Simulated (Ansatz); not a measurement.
**Al₁₆H₃₆N₁₆ (Al16N16 zinc blende ring sphere): density, localisation and related maps**

Al₁₆H₃₆N₁₆ (Al16N16 zinc blende ring sphere), 68 atoms.

Geometry: r2SCAN-D4/def2-SVP.

Method: Ansatz 0.2.0, RKS PBE0-D4/def2-SVP.

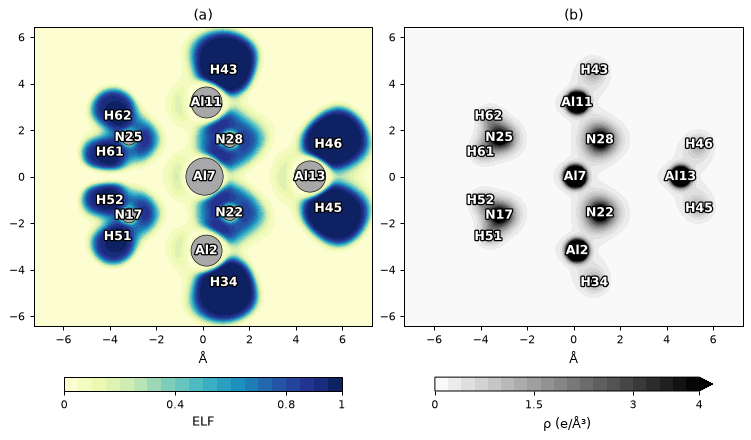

Figure 1. (a) electron localisation function; (b) electron density on the plane of atoms N22, Al7 and N28. Grey discs cover the atomic cores in the ELF map.

> What do the fields say about this system?

The plane passes through Al, N and H nuclei.
Al–N (1.90 Å): ρ is about 0.66 e/Å³ halfway; the ELF peaks at about 0.90 in the valence shell of N, 0.7 Å from its nucleus, and is about 0.65 at the midpoint.
N–H (1.03 Å): ρ at the midpoint is about 2.7 e/Å³; the ELF climbs to about 1 towards the hydrogen, as it does in any bond to H; a covalent bond by its length.
Al–H (1.59 Å): ρ at the midpoint is about 0.53 e/Å³; the ELF climbs to about 1 towards the hydrogen.

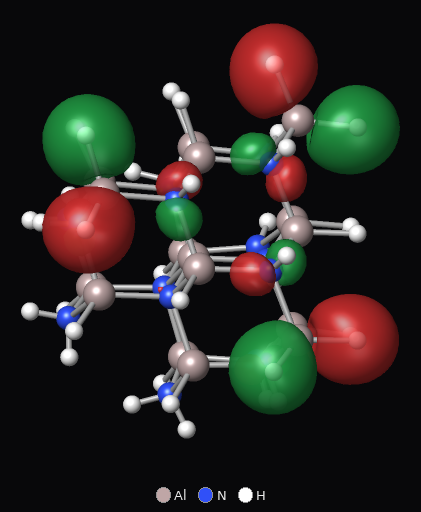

Figure 2. The HOMO at ±0.06 Å⁻³ᐟ² (green and red are the two phases), seen at a tilt.

> Describe this orbital and give its energy.

It lies mainly on H49 (about 10 %), H38 (about 10 %), H37 (about 10 %), H46 (about 10 %), H50 (about 10 %) and H45 (about 10 %). Its energy is −7.01 eV.

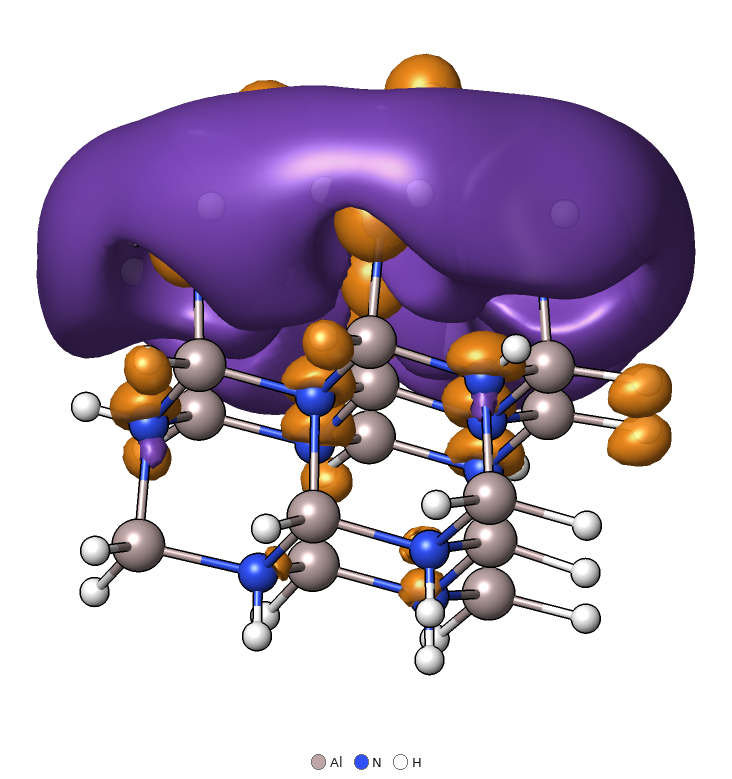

Figure 3. The LUMO at ±0.04 Å⁻³ᐟ² (orange and purple are the two phases), seen from one side.

> What is the character of this orbital?

No atom holds more than about 5 % of it (Hirshfeld); by element the shares are H 50 %, Al 25 % and N 25 %. Its energy is −0.87 eV.
